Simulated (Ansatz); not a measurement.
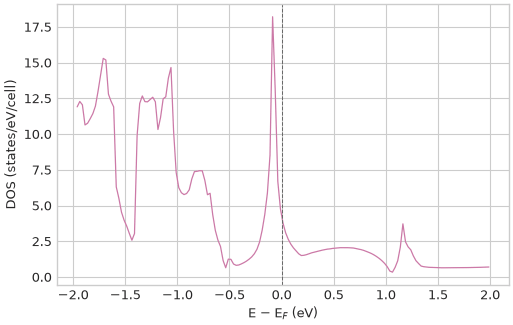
Figure: Density of states of MgNi₃C (Pm-3m) near the Fermi level, PBEsol, rigid bands in Ansatz (a quantum-chemistry and plane-wave program).

Problem. How far does the Fermi level move in a rigid band for 0.1 electron a cell added or removed?

Solution. 21 meV and -17 meV.

A metal at this level (no band gap); rigid bands, thermally averaged at 300 K, both spins. Spin-orbit coupling is left out. Geometry: cell and atoms relaxed with PBEsol.

Formula and space group known from diffraction (Crystallography Open Database), not checked to be the room-temperature form: MgNi3C (Pm-3m). Treated as nonmagnetic (a ferromagnetic start lost its moment, other orders weren't tried): MgNi3C (Pm-3m).
